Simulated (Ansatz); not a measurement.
The starting structures come from a database of crystals and need not be the phases stable at ambient conditions.

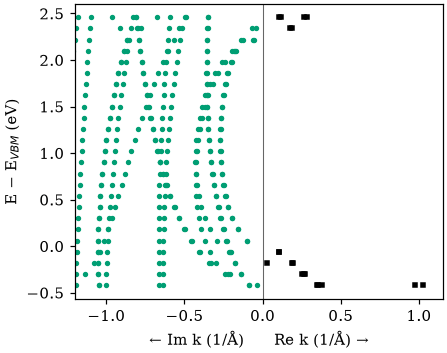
Figure: Complex bands at the centre of the two-dimensional zone; r2SCAN (Ansatz, an electronic-structure program)

No gap correction and no spin-orbit coupling; mid-gap values are interpolated between computed energies.

This is TiOF₂ (P4_2/mmc, not sure to be the ambient phase, 8 atoms a cell, 14.3 Å³ an atom, -5 GPa at this level) along the normal of (110). Read off the slowest decay at the centre of the two-dimensional zone at 1.14 eV, the computed energy nearest the middle of the gap.

κ ≈ 0.27 1/Å, a decay length 1/(2κ) of the density of 1.9 Å.
